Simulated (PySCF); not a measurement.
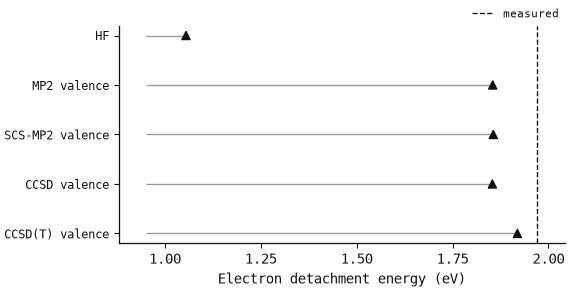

The electron detachment energy of Te⁻ ([Kr] 4d¹⁰ 5s² 5p⁵ → [Kr] 4d¹⁰ 5s² 5p⁴) across levels of theory. PySCF, aug-cc-pwCVTZ-DK3, spin-free X2C-1e, unrestricted single determinants, no spin-orbit coupling. Methods marked “valence” freeze 46 core electrons.

Question: Summarise the spread and list the values.

Answer: The values run from 1.055 eV (HF) to 1.919 eV (CCSD(T) valence). The measured value is 1.971 eV; nearest to it come CCSD(T) valence (−0.052) and SCS-MP2 valence (−0.115), furthest HF (−0.916 eV). These values lack spin-orbit coupling; with the first-order correction of −0.031 eV added, CCSD(T) valence comes nearest (−0.083).

```json
{"Method": "HF", "Electron detachment energy (eV)": "1.055"}
{"Method": "MP2 valence", "Electron detachment energy (eV)": "1.855"}
{"Method": "SCS-MP2 valence", "Electron detachment energy (eV)": "1.856"}
{"Method": "CCSD valence", "Electron detachment energy (eV)": "1.854"}
{"Method": "CCSD(T) valence", "Electron detachment energy (eV)": "1.919"}
```
